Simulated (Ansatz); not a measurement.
# NbN under a change: x(Y) = 0.333, 6 atoms, I4/mmm

Take NbN in the rock salt structure (space group Fm-3m, No. 225; a = 4.4213 Å) as the base.

The other end (x = 1) is YN in the rock salt structure (space group Fm-3m, No. 225): 14.76 Å³/atom, gap 0.21 eV.

Now apply this change: a fraction x = 0.333 of the Nb sites is given to Y, ordered in a cell of 6 atoms (starting symmetry I4/mmm) and fully relaxed.

Level of theory: plane-wave PAW DFT at the PBE level (Ansatz, an electronic-structure program, 420 eV), without spin-orbit coupling. Settings: 20×20×20 k-points, 0.05 eV Fermi–Dirac smearing, for the changed cell.

```tsv
quantity	base	changed	shift
volume per atom	10.80 Å³	11.98 Å³	+1.18 Å³
density	8.22 g/cm³	7.32 g/cm³	-0.90 g/cm³
shortest interatomic distance	2.211 Å	2.159 Å	-0.052 Å
band gap	zero	zero	–
mixing energy (to 0.01 eV only: unlike meshes or grids)	–	+0.06 eV/atom	–
deviation of the volume from the linear (Vegard-type) interpolation	–	-1.2 %	–
mean first-shell distances	–	Nb–N 2.285 Å (end compound 2.211 Å), Y–N 2.297 Å (end compound 2.453 Å)	–
```

Final structure:

```yaml
crystal:
  lattice:
    - [-1.61292, 1.61292, 6.90785]
    - [1.61292, -1.61292, 6.90785]
    - [1.61292, 1.61292, -6.90785]
  atoms:
    - { symbol: N, position: [0.00000, 0.00000, 0.00000] }
    - { symbol: N, position: [0.33149, 0.33149, 0.00000] }
    - { symbol: N, position: [0.66851, 0.66851, 0.00000] }
    - { symbol: Nb, position: [0.82476, 0.82476, 0.00000] }
    - { symbol: Nb, position: [0.17524, 0.17524, 0.00000] }
    - { symbol: Y, position: [0.50000, 0.50000, 0.00000] }
```

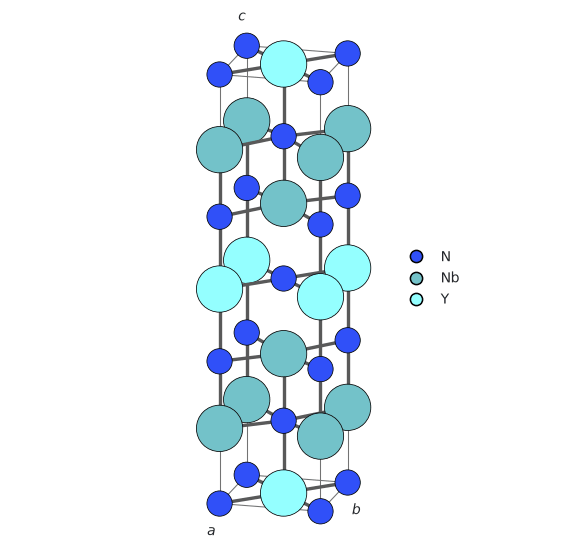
Figure. The relaxed conventional cell after the change

These are small ordered cells, not random alloys; other orderings at the same x differ. No phonon test of stability was made. The final runs are not spin-polarised. The zero or small gap of YN can change with the level of theory.
